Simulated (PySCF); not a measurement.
SMILES C=CB(C)O at its CAM-B3LYP/def2-SVP optimised geometry (Å):

```
12

B      0.3467     0.1805     0.0000
C      1.9248     0.1805     0.0000
H      2.3003    -0.3619    -0.8842
H      2.3018    -0.3755     0.8749
H      2.3872     1.1803     0.0070
C     -0.4695    -1.1567     0.0001
C     -1.8058    -1.1895     0.0166
H      0.0662    -2.1142    -0.0112
H     -2.3740    -2.1256     0.0188
H     -2.3872    -0.2619     0.0291
O     -0.3732     1.3335     0.0000
H      0.1748     2.1256     0.0026
```

Method: CAM-B3LYP/def2-TZVP in PySCF.

Map of the Laplacian of the electron density (e/bohr⁵) on the plane z = 1.5 Å:

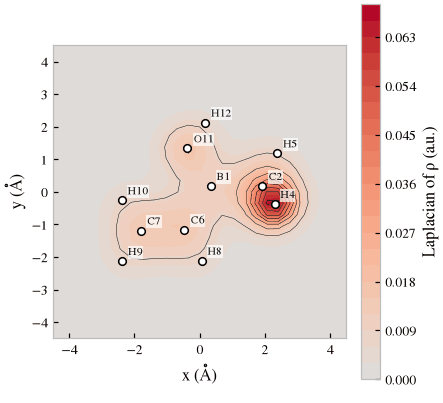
Figure: Laplacian of the electron density (e/bohr⁵) on the plane z = 1.5 Å.
